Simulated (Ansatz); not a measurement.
# CH4BFO (SMILES OCBF): a chain of runs

We compute a series of 33 runs (PBE0/def2-SVP, UPBE0/def2-SVP, PBE/def2-TZVP, UPBE/def2-TZVP, B3LYP/def2-TZVP, UB3LYP/def2-TZVP, HF/def2-TZVP, UHF/def2-TZVP) of CH4BFO and its partners. 

The calculation is run with Ansatz 0.2.0.

### 1 The system as given

CH4BFO has 8 atoms, charge 0, and is taken as a singlet. As SMILES, `OCBF`. The shape is that of a PBE0-D4/def2-TZVP optimisation. This is one conformer, not always the lowest. The run starts from this shape.

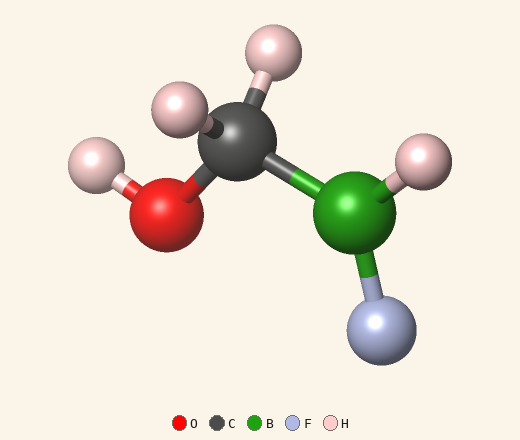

Viewed from a chosen angle; oxygen red, carbon dark grey, boron green, fluorine light blue, hydrogen pink.

### 2 A structure relaxation at PBE0/def2-SVP (paw set gaussian, start density atoms) (run 1)

Contents of job.yaml:

```yaml
crystal:
  periodic: [false, false, false]
  atoms:
    - symbol: O
      position_ang: [-1.240500, 0.762600, -0.169300]
    - symbol: C
      position_ang: [0.117900, 0.425000, -0.013600]
    - symbol: B
      position_ang: [0.368600, -1.112000, 0.076000]
    - symbol: F
      position_ang: [-0.622900, -1.976700, 0.007200]
    - symbol: H
      position_ang: [-1.319100, 1.717500, -0.217300]
    - symbol: H
      position_ang: [0.563100, 0.872000, 0.893700]
    - symbol: H
      position_ang: [0.744200, 0.799800, -0.843400]
    - symbol: H
      position_ang: [1.481000, -1.545400, 0.210800]
basis:
  gaussian:
    orbitals: def2-SVP
relax: {}
magnetization:
  spin_polarized: false
hamiltonian:
  xc: {name: PBE0}
```

Run with:

```sh
$ ansatz run job.yaml --threads 1 --pin off --max-ram 3480MiB --events-out events.jsonl --progress --plain --runs-dir runs
```

Log:

```text
Warning: RAYON_NUM_THREADS=1 ignored (pool sized by the plan → 1); use --threads N
The last accepted step is kept in runs//last_step.txt (removed where the run ends without a failure and the disk answers)
[... 46 lines left out ...]
Total energy: -6531.24239882 eV, -240.0187311216 hartree
[... 8 lines left out ...]
Dipole moment:     0.293283     0.460188     0.011316 e Å
```

Wall time 14 s (1 thread of Arm Neoverse V1, shared host); peak memory 0.14 GiB.

Step by step:

| step | energy from the first frame kept (eV) | largest force (eV/Å) |
| --- | --- | --- |
| 1 | 0.0000 | 0.6836 |
| 2 | -0.0069 | 0.3351 |
| 3 | -0.0082 | 0.0234 |
| 4 | -0.0082 | 0.0155 |
| 5 | -0.0082 | 0.0106 |

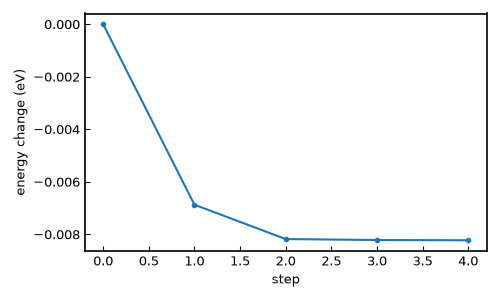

Energy along the run.

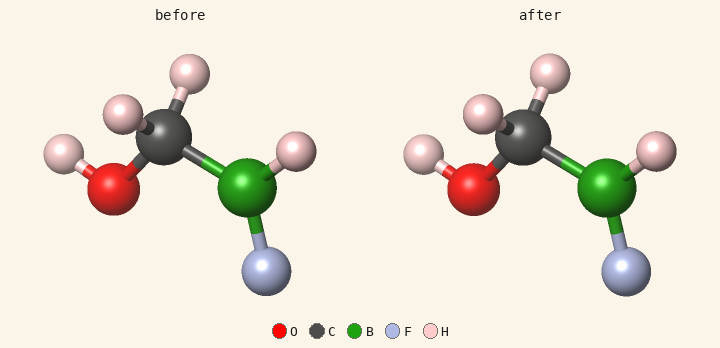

Before and after, at one scale.

After the run. Bond lengths: O1–C2 1.398 Å, C2–B3 1.564 Å, B3–F4 1.318 Å, O1–H5 0.961 Å, C2–H6 1.115 Å, C2–H7 1.115 Å, B3–H8 1.213 Å. Angles: O1–C2–B3 113.3°, C2–B3–F4 121.5°, O1–C2–H6 113.6°, O1–C2–H7 113.6°, B3–C2–H6 105.8°, B3–C2–H7 105.8°, C2–O1–H5 108.8°, C2–B3–H8 120.9°, F4–B3–H8 117.6°, H6–C2–H7 103.9°.

### 3 The doublet cation: a structure relaxation at UPBE0/def2-SVP (paw set gaussian, start density atoms) (run 2)

Contents of input.yaml:

```yaml
crystal:
  periodic: [false, false, false]
  atoms:
    - {symbol: O, position_ang: [-1.240500, 0.762600, -0.169300]}
    - {symbol: C, position_ang: [0.117900, 0.425000, -0.013600]}
    - {symbol: B, position_ang: [0.368600, -1.112000, 0.076000]}
    - {symbol: F, position_ang: [-0.622900, -1.976700, 0.007200]}
    - {symbol: H, position_ang: [-1.319100, 1.717500, -0.217300]}
    - {symbol: H, position_ang: [0.563100, 0.872000, 0.893700]}
    - {symbol: H, position_ang: [0.744200, 0.799800, -0.843400]}
    - {symbol: H, position_ang: [1.481000, -1.545400, 0.210800]}
basis:
  gaussian: {orbitals: def2-SVP}
total_charge: 1
magnetization: {spin_polarized: true, initial_magnetization: 1}
hamiltonian: {xc: {name: PBE0}}
relax: {}
```

Run with:

```sh
$ ansatz run input.yaml --threads 1 --pin off --max-ram 3480MiB --events-out events.jsonl --progress --plain --runs-dir runs
```

Log (excerpt; [...] marks lines left out):

```text
Warning: RAYON_NUM_THREADS=1 ignored (pool sized by the plan → 1); use --threads N
[... 1 set-up line as earlier in the session ...]
[... 116 lines left out ...]
Total energy: -6521.67888078 eV, -239.6672783159 hartree
[... 8 lines left out ...]
Dipole moment:     0.376975     0.536625     0.387303 e Å
```

Run time: 72 s. Hardware: 1 thread of Arm Neoverse V1, shared host; peak memory 0.18 GiB.

Step by step:

| step | energy from the first frame kept (eV) | largest force (eV/Å) |
| --- | --- | --- |
| 1 | 0.0000 | 2.6415 |
| 2 | -0.3744 | 2.3023 |
| 3 | -0.5807 | 3.2586 |
| 4 | -0.8697 | 2.9242 |
| 5 | -1.1405 | 1.6889 |
| 6 | -1.1721 | 0.5119 |
| 7 | -1.1895 | 0.7785 |
| 8 | -1.1901 | 0.8223 |
| 9 | -1.1719 | 1.5041 |
| 10 | -1.1978 | 0.0785 |
| 11 | -1.1986 | 0.1051 |
| 12 | -1.1991 | 0.0606 |
| 13 | -1.1993 | 0.0311 |
| 14 | -1.1993 | 0.0227 |
| 15 | -1.1993 | 0.0134 |
| 16 | -1.1993 | 0.0029 |

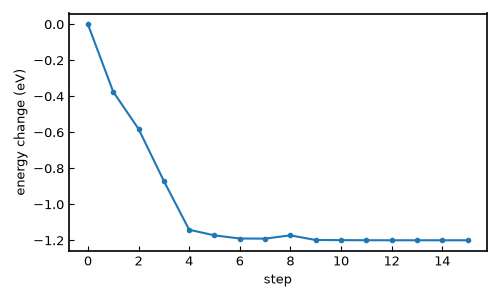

Energy along the run.

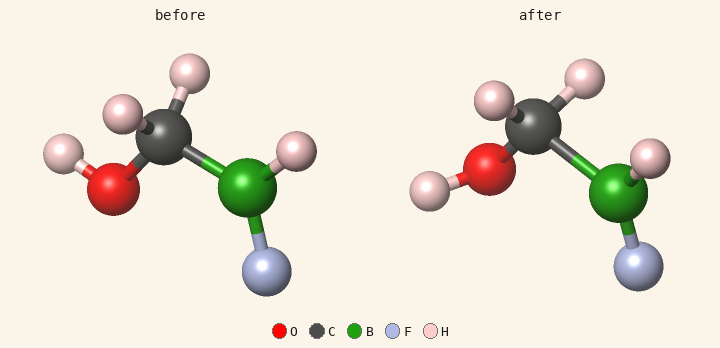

Before and after, at one scale.

After the run. Bond lengths: O1–C2 1.322 Å, C2–B3 1.743 Å, B3–F4 1.268 Å, O1–H5 0.977 Å, C2–H6 1.103 Å, C2–H7 1.114 Å, B3–H8 1.204 Å. Angles: O1–C2–B3 112.0°, C2–B3–F4 117.7°, O1–C2–H6 118.4°, O1–C2–H7 111.3°, B3–C2–H6 105.3°, B3–C2–H7 90.8°, C2–O1–H5 114.0°, C2–B3–H8 111.5°, F4–B3–H8 130.8°, H6–C2–H7 115.5°.

Runs 3 to 13 aren't shown in full; the table further down has their settings and results.

### 4 The F atom: a single-point energy at UPBE/def2-TZVP (paw set gaussian, start density atoms) (run 14)

Contents of molecule.yaml:

```yaml
crystal:
  periodic: [false, false, false]
  atoms:
    - {symbol: F, position_ang: [-0.622900, -1.976700, 0.007200]}
basis:
  gaussian: {orbitals: def2-TZVP}
magnetization: {spin_polarized: true, initial_magnetization: 1}
hamiltonian: {xc: {name: PBE}}
```

Run the same way, it converges to -99.66912 Eh (log not shown).

Runs 15 to 32 aren't shown in full; the table further down has their settings and results.

### 5 CH4BO: a single-point energy at UHF/def2-TZVP (paw set gaussian, start density atoms) (run 33)

Contents of molecule.yaml:

```yaml
crystal:
  periodic: [false, false, false]
  atoms:
    - {symbol: O, position_ang: [-1.253218, 0.769965, -0.171034]}
    - {symbol: C, position_ang: [0.093842, 0.424027, -0.016061]}
    - {symbol: B, position_ang: [0.397458, -1.083739, 0.078188]}
    - {symbol: H, position_ang: [-1.317364, 1.728877, -0.217610]}
    - {symbol: H, position_ang: [0.560134, 0.864745, 0.899743]}
    - {symbol: H, position_ang: [0.742632, 0.791917, -0.849197]}
    - {symbol: H, position_ang: [1.491716, -1.576292, 0.212871]}
basis:
  gaussian: {orbitals: def2-TZVP}
magnetization: {spin_polarized: true, initial_magnetization: 1}
hamiltonian: {xc: hf}
```

Run with:

```sh
$ ansatz run molecule.yaml --threads 1 --pin off --max-ram 3480MiB --events-out events.jsonl --progress --plain --runs-dir runs
```

Log:

```text
Warning: RAYON_NUM_THREADS=1 ignored (pool sized by the plan → 1); use --threads N
Functional definition: HF
  name "HF"
  exchange = exact_x
  correlation = 0
816 factors; their error is unknown
mean field evaluation 1: about -3798.3954 eV, gradient 2.3e1 eV
mean field evaluation 2: about -3800.7231 eV, gradient 1.3e1 eV
mean field evaluation 4: about -3801.5101 eV, gradient 9.5e-1 eV
mean field evaluation 8: about -3801.5269 eV, gradient 6.1e-2 eV
mean field -3801.56621707 eV, -139.7049816833 hartree, gradient 2.7e-5 eV, S^2 0.753983; 0 other end points of the search recorded, 0 dependent functions left out
reference -3801.56621707 eV, -139.7049816833 hartree; 12, 11 occupied and 105, 106 virtual orbitals, 816 factors
Total energy: -3801.56621707 eV, -139.7049816833 hartree
```

Run time: 1.1 s. Hardware: 1 thread of Arm Neoverse V1, shared host; peak memory 0.16 GiB.

### 6 All runs side by side

| run | level | broken bond | fragment atoms | partner | energy (Eh) | wall time |
| --- | --- | --- | --- | --- | --- | --- |
| 1 | PBE0/def2-SVP (paw set gaussian, start density atoms) | – | – | base | -240.018731 | 14 s |
| 2 | UPBE0/def2-SVP (paw set gaussian, start density atoms) | – | – | cation | -239.667278 | 72 s |
| 3 | UPBE0/def2-SVP (paw set gaussian, start density atoms) | – | – | anion | -239.977175 | 64 s |
| 4 | UPBE0/def2-SVP (paw set gaussian, start density atoms) | (7, 2) | (1, 2, 3, 4, 5, 6, 8) | fragment | -239.389179 | 28 s |
| 5 | UPBE0/def2-SVP (paw set gaussian, start density atoms) | (5, 1) | (1, 2, 3, 4, 6, 7, 8) | fragment | -239.357805 | 36 s |
| 6 | UPBE0/def2-SVP (paw set gaussian, start density atoms) | (4, 3) | (1, 2, 3, 5, 6, 7, 8) | fragment | -140.197825 | 15 s |
| 7 | PBE/def2-TZVP (paw set gaussian, start density atoms) | – | – | base | -240.290590 | 2.5 s |
| 8 | UPBE/def2-TZVP (paw set gaussian, start density atoms) | – | – | cation | -239.943715 | 4.5 s |
| 9 | UPBE/def2-TZVP (paw set gaussian, start density atoms) | – | – | anion | -240.266855 | 5.4 s |
| 10 | UPBE/def2-TZVP (paw set gaussian, start density atoms) | (7, 2) | (7) | fragment | -0.499616 | 0.08 s |
| 11 | UPBE/def2-TZVP (paw set gaussian, start density atoms) | (7, 2) | (1, 2, 3, 4, 5, 6, 8) | fragment | -239.663579 | 3.9 s |
| 12 | UPBE/def2-TZVP (paw set gaussian, start density atoms) | (5, 1) | (5) | fragment | -0.499616 | 0.08 s |
| 13 | UPBE/def2-TZVP (paw set gaussian, start density atoms) | (5, 1) | (1, 2, 3, 4, 6, 7, 8) | fragment | -239.632671 | 6.3 s |
| 14 | UPBE/def2-TZVP (paw set gaussian, start density atoms) | (4, 3) | (4) | fragment | -99.669123 | 0.36 s |
| 15 | UPBE/def2-TZVP (paw set gaussian, start density atoms) | (4, 3) | (1, 2, 3, 5, 6, 7, 8) | fragment | -140.346939 | 3 s |
| 16 | B3LYP/def2-TZVP (paw set gaussian, start density atoms) | – | – | base | -240.575461 | 3.3 s |
| 17 | UB3LYP/def2-TZVP (paw set gaussian, start density atoms) | – | – | cation | -240.217576 | 6 s |
| 18 | UB3LYP/def2-TZVP (paw set gaussian, start density atoms) | – | – | anion | -240.548376 | 5.7 s |
| 19 | UB3LYP/def2-TZVP (paw set gaussian, start density atoms) | (7, 2) | (7) | fragment | -0.502154 | 0.08 s |
| 20 | UB3LYP/def2-TZVP (paw set gaussian, start density atoms) | (7, 2) | (1, 2, 3, 4, 5, 6, 8) | fragment | -239.941660 | 5.1 s |
| 21 | UB3LYP/def2-TZVP (paw set gaussian, start density atoms) | (5, 1) | (5) | fragment | -0.502154 | 0.08 s |
| 22 | UB3LYP/def2-TZVP (paw set gaussian, start density atoms) | (5, 1) | (1, 2, 3, 4, 6, 7, 8) | fragment | -239.910624 | 7.5 s |
| 23 | UB3LYP/def2-TZVP (paw set gaussian, start density atoms) | (4, 3) | (4) | fragment | -99.770147 | 0.22 s |
| 24 | UB3LYP/def2-TZVP (paw set gaussian, start density atoms) | (4, 3) | (1, 2, 3, 5, 6, 7, 8) | fragment | -140.537086 | 3.3 s |
| 25 | HF/def2-TZVP (paw set gaussian, start density atoms) | – | – | base | -239.323910 | 1.3 s |
| 26 | UHF/def2-TZVP (paw set gaussian, start density atoms) | – | – | cation | -238.985603 | 3.6 s |
| 27 | UHF/def2-TZVP (paw set gaussian, start density atoms) | – | – | anion | -239.264608 | 2.3 s |
| 28 | UHF/def2-TZVP (paw set gaussian, start density atoms) | (7, 2) | (7) | fragment | -0.499810 | 0.04 s |
| 29 | UHF/def2-TZVP (paw set gaussian, start density atoms) | (7, 2) | (1, 2, 3, 4, 5, 6, 8) | fragment | -238.720305 | 1.9 s |
| 30 | UHF/def2-TZVP (paw set gaussian, start density atoms) | (5, 1) | (5) | fragment | -0.499810 | 0.04 s |
| 31 | UHF/def2-TZVP (paw set gaussian, start density atoms) | (5, 1) | (1, 2, 3, 4, 6, 7, 8) | fragment | -238.701925 | 6.9 s |
| 32 | UHF/def2-TZVP (paw set gaussian, start density atoms) | (4, 3) | (4) | fragment | -99.411798 | 0.08 s |
| 33 | UHF/def2-TZVP (paw set gaussian, start density atoms) | (4, 3) | (1, 2, 3, 5, 6, 7, 8) | fragment | -139.704982 | 1.1 s |

### 7 Summary of results

| quantity | value |
| --- | --- |
| CH4BO, run 33: total energy | -139.70498 Eh |
| CH4BO, run 33: ⟨S²⟩ | 0.754 |
| adiabatic electron affinity (to the doublet anion, no zero-point term), PBE0/def2-SVP | -1.131 eV |
| adiabatic electron affinity (to the doublet anion, shapes relaxed at PBE0/def2-SVP, no zero-point term), PBE/def2-TZVP | -0.646 eV |
| adiabatic electron affinity (to the doublet anion, shapes relaxed at PBE0/def2-SVP, no zero-point term), HF/def2-TZVP | -1.614 eV |
| dissociation energy of the H7–C2 bond into doublet H and doublet CH3BFO (shapes relaxed at PBE0/def2-SVP, no zero-point term), PBE/def2-TZVP | 3.467 eV |
| dissociation energy of the H5–O1 bond into doublet H and doublet CH3BFO (shapes relaxed at PBE0/def2-SVP, no zero-point term), PBE/def2-TZVP | 4.308 eV |
| dissociation energy of the H5–O1 bond into doublet H and doublet CH3BFO (shapes relaxed at PBE0/def2-SVP, no zero-point term), B3LYP/def2-TZVP | 4.427 eV |
| dissociation energy of the H5–O1 bond into doublet H and doublet CH3BFO (shapes relaxed at PBE0/def2-SVP, no zero-point term), HF/def2-TZVP | 3.325 eV |
| adiabatic ionisation energy (to the doublet cation, shapes relaxed at PBE0/def2-SVP, no zero-point term), HF/def2-TZVP | 9.206 eV |

In words: At PBE0/def2-SVP: the adiabatic electron affinity (to the doublet anion, no zero-point term) is −1.13 eV (−26 kcal/mol). A negative value puts this state of the anion above the relaxed parent: the electron is not bound at this level, and such a value depends on the basis. At PBE/def2-TZVP: the adiabatic electron affinity (to the doublet anion, shapes relaxed at PBE0/def2-SVP, no zero-point term) is −0.65 eV (−14.9 kcal/mol). At HF/def2-TZVP: the adiabatic electron affinity (to the doublet anion, shapes relaxed at PBE0/def2-SVP, no zero-point term) is −1.61 eV (−37 kcal/mol). At PBE/def2-TZVP: the dissociation energy of the H7–C2 bond into doublet H and doublet CH3BFO (shapes relaxed at PBE0/def2-SVP, no zero-point term) is 3.47 eV (334 kJ/mol). At PBE/def2-TZVP: the dissociation energy of the H5–O1 bond into doublet H and doublet CH3BFO (shapes relaxed at PBE0/def2-SVP, no zero-point term) is 4.31 eV (99 kcal/mol). Totals of different functionals can't be ranked against each other. All runs together took 5.1 min, the longest 72 s.
